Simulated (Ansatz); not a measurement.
**WS2 (Tungstenite): the G0W0 gap against the k mesh**

How dense a mesh does GW need for WS2 (Tungstenite), and how does the time grow?

Method: G0W0 on PBE, plane waves, PAW; PAW set soft_1, in Ansatz 0.2.0.

## (1) The structure

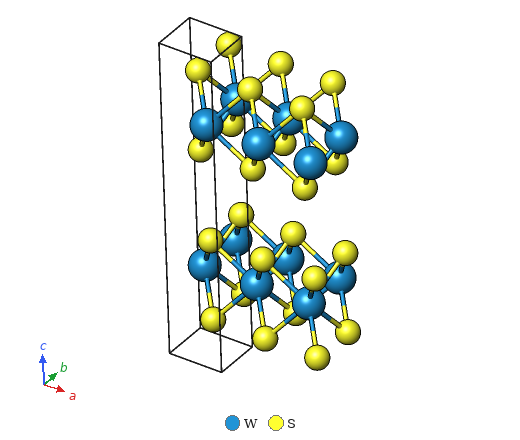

The starting structure, seen slightly off an axis (tungsten blue, sulfur yellow). 3×2×1 cells are drawn.

Coordinates:

```cif
data_structure
_symmetry_space_group_name_H-M 'P 1'
_symmetry_Int_Tables_number 1
_cell_length_a 3.1532
_cell_length_b 3.1532
_cell_length_c 12.3230
_cell_angle_alpha 90.000
_cell_angle_beta 90.000
_cell_angle_gamma 120.000
_cell_volume 106.11
loop_
_atom_site_label
_atom_site_type_symbol
_atom_site_fract_x
_atom_site_fract_y
_atom_site_fract_z
_atom_site_occupancy
W1 W 0.33333 0.66667 0.25000 1
W2 W 0.66667 0.33333 0.75000 1
S3 S 0.33333 0.66667 0.62250 1
S4 S 0.66667 0.33333 0.12250 1
S5 S 0.33333 0.66667 0.87750 1
S6 S 0.66667 0.33333 0.37750 1
```

The cell and positions come from the Crystallography Open Database and are kept as given unless a step says otherwise. Spin-orbit coupling is left out unless a step names it.

## (2) The 6×6×1 mesh

Now the one-shot GW correction: screening in the RPA, then the self-energy of the levels asked for. This step takes PAW set soft_1 files.

The input, input.yaml:

```yaml
crystal:
  lattice:
    - [3.1532, 0.0, 0.0]
    - [-1.5766, 2.7307513032, 0.0]
    - [0.0, 0.0, 12.323]
  atoms:
    - { symbol: W, position: [0.3333333333, 0.6666666667, 0.25] }
    - { symbol: W, position: [0.6666666667, 0.3333333333, 0.75] }
    - { symbol: S, position: [0.3333333333, 0.6666666667, 0.6225] }
    - { symbol: S, position: [0.6666666667, 0.3333333333, 0.1225] }
    - { symbol: S, position: [0.3333333333, 0.6666666667, 0.8775] }
    - { symbol: S, position: [0.6666666667, 0.3333333333, 0.3775] }
kpoints:
  mp_grid: { grid: [6, 6, 1] }
hamiltonian:
  xc: pbe
  pseudopotentials: { kind: paw, azcp: { folder: soft_1 } }
scf:
  occupations: { method: fixed }
gw:
  n_empty_bands: 240
  ecut_chi: 100
  qp_bands: [v2, c2]
  qp_kpoints: band_edges
  screening: { model: contour_deformation }
```

The run is started by

```bash
$ ansatz run input.yaml --threads 3 --pin off --max-ram 92160MiB --backend cuda --events-out ev --progress --plain --runs-dir out --devices 1 --max-vram 13GiB
```

Numbers of over 12 decimals in the logs are rounded to 6 here.

The program printed:

```text
GPUs: using 1 of 1 available (devices: 1).
Engine: ansatz 0.2.0, x86_64-unknown-linux-gnu
Pseudopotentials: kind: paw
Pseudopotential: W, paw, valence charge 14, recommended cutoff 420 eV (normal), soft_1/W.paw.azcp
Pseudopotential: S, paw, valence charge 6, recommended cutoff 420 eV (normal), soft_1/S.paw.azcp
Functional definition: PBE
  parameter kappa = 0.804
  parameter beta = 0.066725
  exchange = pbe_x(kappa = kappa, mu = beta*pi^2/3)
  correlation = pbe_c(beta = beta)
device memory: the entry about to start is reckoned to put 1.6 GiB on a device that reports 54.7 GiB free (of which the cap on the GPU budget leaves the run 13.0 GiB)
GPU FFT provider: cuFFT
GPU libraries: cuBLAS 13.8.2, cuFFT 12.4.0, cuSOLVER 12.3.4
Crystal: 6 atoms, lattice volume = 106.108 Å³
Basis set: ecut = 420 eV, 2057 PW (Γ)
Bands: 32, of which v1, the nominal top of the filled ones, is band 26 counted from 1 (25 counted from 0)
Symmetry: 24 space group operations
Space group: P63/mmc (ITA 194), of the structure as read, at distance tolerance 4.7e-5 Å
k-points: 7 of 36
Non-local potential: W, projectors of the file, l = 0: 3, l = 1: 2, l = 2: 2, l = 3: 1
Non-local potential: S, projectors of the file, l = 0: 2, l = 1: 2, l = 2: 1
PAW form: soft (Blöchl's): semilocal exchange-correlation on the pseudo side does not see the compensation charge
PAW one-centre angular grid: W, 590 points (default); XC on 64 Gauss nodes
PAW one-centre angular grid: S, 110 points (default); XC on 64 Gauss nodes
Initial density: superposition of atomic densities (chi_scale 0.1, normalization cell, long waves kept (reshape's long-wave potential 0.03 eV rms))
Initial wavefunctions: pseudopotential atomic-orbital guess
GPU buffer pool allocated for 51840 grid points (all kernels)
GPU transforms: local potential and band sums: pruned to the plane-wave sphere, on 24×24×81
Functional: x = pbe(κ = 0.804, μ = 0.219515), c = pbe(β = 0.066725)
SCF iter   1: F=—  HF=-24385.729595 eV  |F-HF|=—  |Δ(HF+E_count)|=         —  Δρ=4.15e-2  dr2=2.93e0  ethr=3.10e-3  ⟨swp⟩=5.0  Hψ=1021  notcnv=0  defer=15
preconditioner: auto → Resta (q_TF=auto, 2.423 Å⁻¹)  ε∞=7.3  [insulator: Δε(μ)=0.943 eV  Ē_g=8.603 eV  n_scr=26 (ndim 8)  ℏωp=21.6 eV  f_vac=0.001  ε∞_Penn≈7.3]
SCF iter   2: F=—  HF=-24385.136273 eV  |F-HF|=—  |Δ(HF+E_count)|=   5.93e-1  Δρ=2.34e-2  dr2=9.57e-1  ethr=3.10e-3  ⟨swp⟩=2.6  Hψ=359  notcnv=0  defer=22
SCF iter   3: F=—  HF=-24384.899228 eV  |F-HF|=—  |Δ(HF+E_count)|=   2.37e-1  Δρ=4.30e-3  dr2=2.23e-2  ethr=1.84e-3  ⟨swp⟩=2.6  Hψ=356  notcnv=0  defer=20
SCF iter   4: F=—  HF=-24384.904790 eV  |F-HF|=—  |Δ(HF+E_count)|=   5.56e-3  Δρ=2.42e-3  dr2=2.61e-2  ethr=4.28e-5  ⟨swp⟩=3.0  Hψ=417  notcnv=0  defer=28
SCF iter   5: F=—  HF=-24384.902074 eV  |F-HF|=—  |Δ(HF+E_count)|=   2.72e-3  Δρ=6.80e-4  dr2=1.44e-3  ethr=4.28e-5  ⟨swp⟩=2.0  Hψ=302  notcnv=0  defer=28
SCF iter   6: F=—  HF=-24384.902393 eV  |F-HF|=—  |Δ(HF+E_count)|=   3.19e-4  Δρ=3.21e-4  dr2=1.97e-4  ethr=2.77e-6  ⟨swp⟩=2.9  Hψ=420  notcnv=0  defer=28
SCF iter   7: F=—  HF=-24384.902400 eV  |F-HF|=—  |Δ(HF+E_count)|=   6.93e-6  Δρ=7.31e-5  dr2=9.50e-6  ethr=3.79e-7  ⟨swp⟩=2.0  Hψ=312  notcnv=0  defer=22
SCF iter   8: F=-24384.902406 eV  HF=-24384.902406 eV  |F-HF|=2.17e-7  |Δ(HF+E_count)|=   6.22e-6  Δρ=8.99e-6  dr2=9.30e-8  ethr=1.92e-10  ⟨swp⟩=9.1  Hψ=1257  notcnv=0
SCF 1 converged in 8 iterations: F = -24384.902406 eV  dr2 = 9.30e-8
[...]
device memory: the entry about to start is reckoned to put 2.2 GiB on a device that reports 54.7 GiB free (of which the cap on the GPU budget leaves the run 13.0 GiB)
NSCF: frozen V_eff on 7 k-points
[...]
device memory: the entry about to start is reckoned to put 4.1 GiB on a device that reports 54.7 GiB free (of which the cap on the GPU budget leaves the run 13.0 GiB)
NSCF: frozen V_eff on 7 k-points
G₀W₀ screening: q 1/7
[... further progress lines ...]
[...]
device memory: the entry about to start is reckoned to put 0.5 GiB on a device that reports 50.6 GiB free (of which the cap on the GPU budget leaves the run 13.0 GiB)
NSCF: frozen V_eff on 1 k-points
SCF converged after 8 iterations
Free energy (F): -24384.902406 eV
Harris-Foulkes:  -24384.902406 eV  (|F-HF|=2.17e-7)
Internal energy: -24384.902406 eV  (E = F + TS)
E sigma→0 (E₀):  -24384.902406 eV
Fermi energy:    11.720723 eV
--- Per-component energies (eV) ---
  E_band       = -372.897044
  E_kinetic    = 1270.899152
  E_local      = -3400.141413  (includes V_loc(G=0)·N_el)
  E_nonlocal   = 87.784273
  E_hartree    = 1413.703731
  E_xc         = -892.862242
  E_vxc        = -796.189903  (∫ρ·V_xc dr)
  E_paw        = -19589.521274  (= ΣΔE_a)
  E_vpaw       = -362.660714  (= ΣTr[D̂ρ^β])
  E_aug_tail   = 0.000308  (compensation charges beyond the density's cutoff)
  E_ewald      = -3274.764942
  E_smearing   = -0.000000  (= −TS)
  E_closure    = -0.000000  (closes the sum)
  Σ components = -24384.902406   (vs F -24384.902406, Δ=0.00e0)
--- Band table (eV; the first three rows and the last of 7) ---
  k-point 0: bands = [... 22 lower, 9.5309, 10.2087, 10.4944, 11.7207, 14.0328, 14.0328, 14.0433, 14.0433, ... 2 higher]
  k-point 1: bands = [... 22 lower, 9.3983, 10.2600, 10.4587, 10.8798, 13.2910, 13.7287, 13.8889, 13.9650, ... 2 higher]
  k-point 2: bands = [... 22 lower, 9.4564, 9.5842, 9.6793, 9.9687, 13.3838, 13.6421, 13.8060, 14.1648, ... 2 higher]
  k-point 6: bands = [... 22 lower, 8.7877, 8.7877, 10.9759, 11.1833, 13.0211, 13.0211, 13.7733, 15.0032, ... 2 higher]
--- G₀W₀: contour deformation, 7 samples at zero and on the imaginary axis and 1 off it, 36 q-points, 240 empty bands' worth ---
  eigenvalues of the whole cell's RPA ε∞ on this k-mesh (on a slab, of 1 + 4πα/V) = 6.4905, 14.1964, 14.1964; static W/v taken at q = 0 is 0.095426
  bands read: the sum over 266 bands ends inside a degenerate multiplet in 1 slot, whose members it reads at an even weight; the widest, k=6: bands 266 to 267 (counted from 1) at 1/2 each
  gw.qp_kpoints: band_edges: 5 of 7 stored k-points solved, in 1 pass; an edge of the gap read off the rows below is read off those points alone
    valence top: of the k-points left out ik 3 came nearest to being solved in a further pass, in band 26 (counted from 1, as in the quasiparticle table): it holds the edge there only if its correction is more favourable than any solved in that band by at least 1.527 eV; those differ by 0.067 eV
    conduction bottom: of the k-points left out ik 2 came nearest to being solved in a further pass, in band 27 (counted from 1, as in the quasiparticle table): it holds the edge there only if its correction is more favourable than any solved in that band by at least 0.685 eV; those differ by 0.170 eV
    ik  band        ε_KS         Σx   Σc(E_QP)       V_xc       Z   E_QP_lin       E_QP  E_QP is
     0    25     10.4944   -18.2850     1.1516   -16.9762  0.7525    10.3368    10.3372  root
     0    26     11.7207   -19.4769     0.6168   -18.8029  0.7579    11.6635    11.6635  root
     0    27     14.0328   -13.7638    -4.1744   -18.4029  0.7589    14.5013    14.4975  root
     0    28     14.0328   -13.7638    -4.1744   -18.4029  0.7589    14.5013    14.4975  root
     1    25     10.4587   -18.8599     1.2228   -17.5020  0.7521    10.3234    10.3237  root
     1    26     10.8798   -19.1639     1.0241   -18.0392  0.7557    10.7792    10.7793  root
     1    27     13.2910   -13.2372    -3.9053   -17.4766  0.7600    13.6269    13.6251  root
     1    28     13.7287   -14.0527    -3.9218   -18.3622  0.7515    14.1191    14.1164  root
     4    25     10.1837   -19.5504     1.4261   -18.0020  0.7493    10.0612    10.0615  root
     4    26     10.2104   -19.5677     1.3840   -18.0689  0.7491    10.0953    10.0956  root
     4    27     12.6984   -12.9278    -3.6905   -16.9130  0.7680    12.9943    12.9932  root
     4    28     13.5524   -14.1789    -4.0812   -18.6600  0.7550    13.9551    13.9522  root
     5    25     10.3746   -18.6641     1.2488   -17.2594  0.7565    10.2183    10.2186  root
     5    26     10.5497   -19.1398     1.1840   -17.8313  0.7566    10.4250    10.4253  root
     5    27     13.4033   -14.3588    -4.0011   -18.7109  0.7580    13.7564    13.7543  root
     5    28     13.9528   -15.7827    -4.1838   -20.3744  0.7451    14.3646    14.3607  root
     6    25     10.9759   -18.6502     0.7160   -17.8299  0.7611    10.8714    10.8716  root
     6    26     11.1833   -19.1703     0.6584   -18.4417  0.7606    11.1130    11.1131  root
     6    27     13.0211   -15.7459    -3.7601   -19.9043  0.7598    13.4217    13.4195  root
     6    28     13.0211   -15.7459    -3.7601   -19.9043  0.7598    13.4217    13.4195  root
```

Run time: 16 s. Hardware: 1 × NVIDIA H100 80GB HBM3 (shared by 6 runs) with 3 threads of AMD EPYC 7R13 (Zen 3), shared host; peak memory 1.1 GiB.

Numbers from this step:

| Property | Result |
| --- | --- |
| bands summed | 266 |
| RPA ε∞ on this mesh (eigenvalues) | 6.490, 14.20, 14.20 |
| plane waves in the screening matrix | 255 |
| q-points in the mesh | 36 |
| G0W0 gap on the mesh | 1.330 eV |
| k of the valence top | 0, 0, 0 |
| k of the conduction bottom | 0.1667, 0.1667, 0 |
| starting gap on the mesh | 0.9777 eV |
| Z at the valence top | 0.7579 |
| Z at the conduction bottom | 0.7680 |
| least direct G0W0 gap on the computed points | 2.306 eV |

The gap on the mesh goes from 0.98 eV to 1.33 eV, a correction of +0.35 eV. Between the two edge states, bare exchange in place of the xc potential would open the gap by 4.66 eV, and correlation takes back 4.31 eV.

## (3) The 6×6×2 mesh

Only the mesh changes. It samples the long-range screening, which converges on its own terms.

input.yaml: that of step 2 with these lines changed.

```diff
@@ -13,3 +13,3 @@
 kpoints:
-  mp_grid: { grid: [6, 6, 1] }
+  mp_grid: { grid: [6, 6, 2] }
 hamiltonian:
```

The program printed:

```text
GPUs: using 1 of 1 available (devices: 1).
[...]
GPU FFT provider: cuFFT
GPU libraries: cuBLAS 13.8.2, cuFFT 12.4.0, cuSOLVER 12.3.4
Crystal: 6 atoms, lattice volume = 106.108 Å³
Basis set: ecut = 420 eV, 2057 PW (Γ)
Bands: 32, of which v1, the nominal top of the filled ones, is band 26 counted from 1 (25 counted from 0)
Symmetry: 24 space group operations
[...]
k-points: 14 of 72
[...]
GPU buffer pool allocated for 51840 grid points (all kernels)
[...]
SCF iter   1: F=—  HF=-24385.756816 eV  |F-HF|=—  |Δ(HF+E_count)|=         —  Δρ=4.11e-2  dr2=2.89e0  ethr=3.10e-3  ⟨swp⟩=4.8  Hψ=2062  notcnv=0  defer=30
[...]
SCF iter   9: F=-24384.934064 eV  HF=-24384.934064 eV  |F-HF|=3.75e-9  |Δ(HF+E_count)|=   4.10e-7  Δρ=1.85e-6  dr2=3.11e-9  ethr=1.92e-10  ⟨swp⟩=7.4  Hψ=1825  notcnv=0
SCF 1 converged in 9 iterations: F = -24384.934064 eV  dr2 = 3.11e-9
[...]
0    25     10.4927   -18.2675     1.1316   -16.9783  0.7528    10.3347    10.3351  root
     0    26     11.7184   -19.4892     0.6285   -18.8031  0.7586    11.6608    11.6609  root
     0    27     14.0298   -13.7537    -4.1789   -18.4034  0.7590    14.5043    14.5006  root
     0    28     14.0298   -13.7537    -4.1789   -18.4034  0.7590    14.5043    14.5006  root
     1    25     11.4003   -19.1962     0.8886   -18.2030  0.7588    11.2955    11.2957  root
     1    26     11.4003   -19.1962     0.8886   -18.2030  0.7588    11.2955    11.2957  root
     1    27     14.0224   -13.7102    -4.1552   -18.3276  0.7584    14.4882    14.4845  root
     1    28     14.0224   -13.7102    -4.1552   -18.3276  0.7584    14.4882    14.4845  root
[...]
13    25     11.0667   -18.8498     0.6805   -18.0754  0.7612    10.9727    10.9729  root
    13    26     11.0667   -18.8498     0.6805   -18.0754  0.7612    10.9727    10.9729  root
    13    27     13.0204   -15.7393    -3.7667   -19.9116  0.7599    13.4284    13.4261  root
    13    28     13.0204   -15.7393    -3.7667   -19.9116  0.7599    13.4284    13.4261  root
[key lines of the parts left out:]
SCF converged after 9 iterations
Free energy (F): -24384.934064 eV
Fermi energy:    11.718389 eV
```

Elapsed: 16 s, on 1 × NVIDIA H100 80GB HBM3 (shared by 6 runs) with 3 threads; peak memory 1.3 GiB; 19 s of CPU time.

Numbers from this step:

* bands summed: 266
* RPA ε∞ on this mesh (eigenvalues): 5.932, 14.11, 14.11
* plane waves in the screening matrix: 255
* q-points in the mesh: 72
* G0W0 gap on the mesh: 1.333 eV
* k of the valence top: 0, 0, 0
* k of the conduction bottom: 0.1667, 0.1667, 0
* starting gap on the mesh: 0.9782 eV
* Z at the valence top: 0.7586
* Z at the conduction bottom: 0.7694
* least direct G0W0 gap on the computed points: 2.318 eV

Against the run with 6×6×1 mesh, 240 empty bands, screening to 100 eV, PAW set soft_1 files, the gap moves by +0.003 eV.

## (4) The 9×9×2 mesh

input.yaml: that of step 3 with these lines changed.

```diff
@@ -13,3 +13,3 @@
 kpoints:
-  mp_grid: { grid: [6, 6, 2] }
+  mp_grid: { grid: [9, 9, 2] }
 hamiltonian:
```

The program printed:

```text
GPUs: using 1 of 1 available (devices: 1).
[...]
GPU FFT provider: cuFFT
GPU libraries: cuBLAS 13.8.2, cuFFT 12.4.0, cuSOLVER 12.3.4
Crystal: 6 atoms, lattice volume = 106.108 Å³
Basis set: ecut = 420 eV, 2057 PW (Γ)
Bands: 32, of which v1, the nominal top of the filled ones, is band 26 counted from 1 (25 counted from 0)
Symmetry: 24 space group operations
[...]
k-points: 24 of 162
[...]
1    28     14.0222   -13.7328    -4.1333   -18.3274  0.7597    14.4870    14.4835  root
[...]
23    25     11.0650   -18.7437     0.5831   -18.0757  0.7633    10.9801    10.9802  root
    23    26     11.0650   -18.7437     0.5831   -18.0757  0.7633    10.9801    10.9802  root
    23    27     13.0202   -15.8514    -3.6641   -19.9120  0.7624    13.4186    13.4167  root
    23    28     13.0202   -15.8514    -3.6641   -19.9120  0.7624    13.4186    13.4167  root
[key lines of the parts left out:]
SCF converged after 9 iterations
Free energy (F): -24384.937276 eV
Fermi energy:    11.718804 eV
```

It took 59 s on 1 × NVIDIA H100 80GB HBM3 (shared by 6 runs) with 3 threads; peak memory 1.6 GiB; 100 s of CPU time.

Numbers from this step:

```
bands summed                                 : 266
RPA ε∞ on this mesh (eigenvalues)            : 5.912, 13.52, 13.52
plane waves in the screening matrix          : 255
G0W0 gap on the mesh                         : 1.449 eV
k of the valence top                         : 0, 0, 0
k of the conduction bottom                   : 0.1111, 0.2222, 0
starting gap on the mesh                     : 1.083 eV
least direct G0W0 gap on the computed points : 2.301 eV
```

Against the run with 6×6×2 mesh, 240 empty bands, screening to 100 eV, PAW set soft_1 files, the gap moves by +0.12 eV, while the start moved by +0.10 eV. A band edge is found at another k point on this mesh.

## (5) The 12×12×2 mesh

input.yaml: that of step 4 with these lines changed.

```diff
@@ -13,3 +13,3 @@
 kpoints:
-  mp_grid: { grid: [9, 9, 2] }
+  mp_grid: { grid: [12, 12, 2] }
 hamiltonian:
```

The program printed:

```text
GPUs: using 1 of 1 available (devices: 1).
[...]
GPU FFT provider: cuFFT
GPU libraries: cuBLAS 13.8.2, cuFFT 12.4.0, cuSOLVER 12.3.4
Crystal: 6 atoms, lattice volume = 106.108 Å³
Basis set: ecut = 420 eV, 2057 PW (Γ)
Bands: 32, of which v1, the nominal top of the filled ones, is band 26 counted from 1 (25 counted from 0)
Symmetry: 24 space group operations
[...]
k-points: 38 of 288
[...]
1    28     14.0222   -13.7404    -4.1262   -18.3274  0.7599    14.4865    14.4831  root
[...]
37    25     11.0649   -18.7116     0.5544   -18.0757  0.7637    10.9833    10.9834  root
    37    26     11.0649   -18.7116     0.5544   -18.0757  0.7637    10.9833    10.9834  root
    37    27     13.0202   -15.8843    -3.6336   -19.9121  0.7629    13.4162    13.4144  root
    37    28     13.0202   -15.8843    -3.6336   -19.9121  0.7629    13.4162    13.4144  root
[key lines of the parts left out:]
SCF converged after 9 iterations
Free energy (F): -24384.937602 eV
Fermi energy:    11.718856 eV
```

It took 1.8 min on 1 × NVIDIA H100 80GB HBM3 (shared by 6 runs) with 3 threads; peak memory 1.9 GiB; 3.2 min of CPU time.

This step gave:

- bands summed: 266
- RPA ε∞ on this mesh (eigenvalues): 5.911, 13.41, 13.41
- plane waves in the screening matrix: 255
- G0W0 gap on the mesh: 1.330 eV
- k of the valence top: 0, 0, 0
- k of the conduction bottom: 0.1667, 0.1667, 0
- starting gap on the mesh: 0.9769 eV
- least direct G0W0 gap on the computed points: 2.296 eV

Against the run with 9×9×2 mesh, 240 empty bands, screening to 100 eV, PAW set soft_1 files, the gap moves by −0.12 eV, while the start moved by −0.11 eV. A band edge is found at another k point on this mesh.

## (6) The meshes together

Times are wall times on 1 × NVIDIA H100 80GB HBM3 (shared by 6 runs) with 3 threads of AMD EPYC 7R13 (Zen 3), shared host, good to a factor of about two.

| mesh | points | irreducible | start (eV) | G0W0 (eV) | shift (eV) | RPA ε∞ (mean) | time |
| --- | --- | --- | --- | --- | --- | --- | --- |
| 6×6×1 | 36 | 7 | 0.978 | 1.330 | +0.352 | 11.63 | 16 s |
| 6×6×2 | 72 | 14 | 0.978 | 1.333 | +0.355 | 11.39 | 16 s |
| 9×9×2 | 162 | 24 | 1.083 | 1.449 | +0.366 | 10.99 | 59 s |
| 12×12×2 | 288 | 38 | 0.977 | 1.330 | +0.354 | 10.91 | 1.8 min |

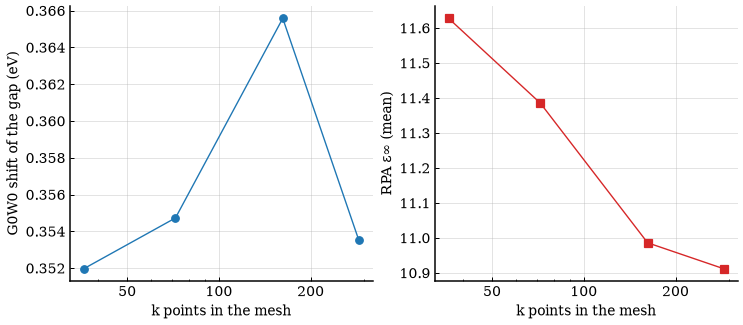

Shift and screening against the mesh.

## (7) Outcome

```yaml
6x6x1: 1.330 eV (shift +0.352)
6x6x2: 1.333 eV (shift +0.355)
9x9x2: 1.449 eV (shift +0.366)
12x12x2: 1.330 eV (shift +0.354)
settings: PBE start, 240 empty bands, 100 eV
```

What this shows: The shift is +0.35 eV on 6×6×1 and +0.35 eV on 12×12×2. On 12×12×2 the edges lie at Γ and (0.167, 0.167, 0.000), on 9×9×2 at Γ and (0.111, 0.222, 0.000), so these two shifts belong to different pairs of states. The RPA ε∞ (mean) ranges from 10.91 to 11.63 and ends at 10.91. The starting gap changes too, by 0.11 eV, since the meshes hold different points and converge the density differently. From 36 to 288 points the time grows 7.0-fold. Bands and cutoff are modest here, so the values stand off the basis limit. The many-body steps are scalar-relativistic: spin-orbit coupling is not in them.

[Paths, hosts, dates, memory and timing lines, banners, echoed tables and standing remarks are left out of the program output.]

[Logs are printed without paths, hosts, clocks, repeated set-up lines and the standing remarks that a program may print on its own settings, such as how far it seeks lower states.]

[Runs of the session that timed out or met a known fault of the program may be left out.]

[Cells called generated may have been cut or substituted from an entry of the Crystallography Open Database or the Materials Project.]

[Hosts, paths, dates, database ids (printed as entryN), source tags and the programs' standing remarks are cut or masked in the printed files.]
